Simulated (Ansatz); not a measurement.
# HCl (hydrogen chloride): B3LYP/6-31G(d) (spherical functions)

What is the electronic atomisation energy of HCl (hydrogen chloride) at B3LYP/6-31G* (spherical functions)? 

Program for the calculation: Ansatz 0.2.0.

15 further runs of the same task are left out: 15 set aside as unsound or not needed.

### 1 The system as given

The species is HCl (2 atoms), meant as a singlet with charge 0. SMILES: `Cl`. Geometry: relaxed at PBE0-D4/def2-TZVP.

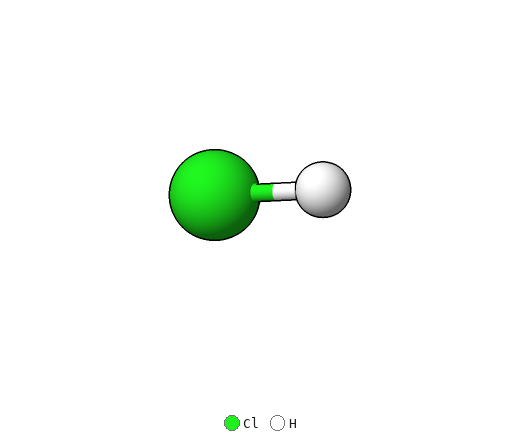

Viewed from a chosen angle; chlorine green, hydrogen white.

### 2 A single-point energy at B3LYP/6-31G(d) (spherical functions)

molecule.yaml

```yaml
crystal:
  periodic: [false, false, false]
  atoms:
    - {symbol: Cl, position_ang: [0.546000, -0.178500, 0.280800]}
    - {symbol: H, position_ang: [-0.546000, 0.178500, -0.280800]}
basis:
  gaussian:
    orbitals: 6-31Gs-spherical.json
output: {orbitals: {seedname: orbitals}}
accuracy: high
hamiltonian:
  xc: {name: B3LYP}
```

The basis set 6-31G* is read from a file made from the Basis Set Exchange's data (not shown).

Run with:

```
$ ansatz run molecule.yaml --threads 1 --pin off --max-ram 2610MiB --events-out events.jsonl --progress --plain --runs-dir runs
```

Standard output:

```text
Warning: RAYON_NUM_THREADS=1 ignored (pool sized by the plan → 1); use --threads N
Functional definition: B3LYP
  name "B3LYP"
  parameter a0 = 0.2
  parameter ax = 0.72
  parameter ac = 0.81
  exchange = (1 - a0 - ax)*slater_x + ax*b88_x + a0*exact_x
  correlation = (1 - ac)*vwn_rpa_c + ac*lyp_c
319 factors; integrals over basis functions are off by at most 3.1e-9 eV
mean field evaluation 1: about -12538.5188 eV, gradient 9.5e0 eV
mean field evaluation 2: about -12538.5739 eV, gradient 8.9e0 eV
mean field evaluation 4: about -12538.7996 eV, gradient 1.8e-1 eV
mean field evaluation 8: about -12538.7946 eV, gradient 5.3e-4 eV
mean field -12538.79464952 eV, -460.7922042694 hartree, gradient 7.9e-8 eV, S^2 0.000000; 0 other end points of the search recorded, 0 dependent functions left out
reference -12538.79467302 eV, -460.7922051330 hartree; 9, 9 occupied and 11, 11 virtual orbitals, 319 factors
Total energy: -12538.79467302 eV, -460.7922051330 hartree
```

Wall time 0.28 s (1 thread of Intel Xeon 6975P-C (Granite Rapids), shared host).

### 3 The Cl atom

job.yaml

```yaml
crystal:
  periodic: [false, false, false]
  atoms:
    - symbol: Cl
      position_ang: [0.000000, 0.000000, 0.000000]
basis:
  gaussian: {orbitals: 6-31Gs-spherical.json}
magnetization: {spin_polarized: true, initial_magnetization: 1}
hamiltonian: {xc: {name: B3LYP}}
accuracy: high
```

The basis set 6-31G* is read from a file made from the Basis Set Exchange's data (not shown).

Run the same way, it converges to -460.13279 Eh (log not shown).

### 4 The H atom at the same level

job.yaml

```yaml
crystal:
  periodic: [false, false, false]
  atoms:
    - {symbol: H, position_ang: [0.000000, 0.000000, 0.000000]}
basis:
  gaussian:
    orbitals: "6-31G*"
magnetization:
  spin_polarized: true
  initial_magnetization: 1
hamiltonian:
  xc: {name: B3LYP}
accuracy: high
```

Run the same way, it converges to -0.50027 Eh (log not shown).

### 5 Results

At B3LYP/6-31G* (spherical functions):

| quantity | value |
| --- | --- |
| molecule: total energy | -460.79221 Eh |
| molecule: HOMO energy | -9.02 eV |
| molecule: LUMO energy | 0.38 eV |
| molecule: HOMO–LUMO gap | 9.40 eV |
| Cl atom: total energy | -460.13279 Eh |
| Cl atom: ⟨S²⟩ | 0.752 |
| H atom: total energy | -0.50027 Eh |
| H atom: ⟨S²⟩ | 0.750 |
| electronic atomisation energy | 4.331 eV |

**Reading.** Taking the molecule apart into free atoms costs 4.33 eV (100 kcal/mol), before zero-point energy and without spin-orbit coupling.
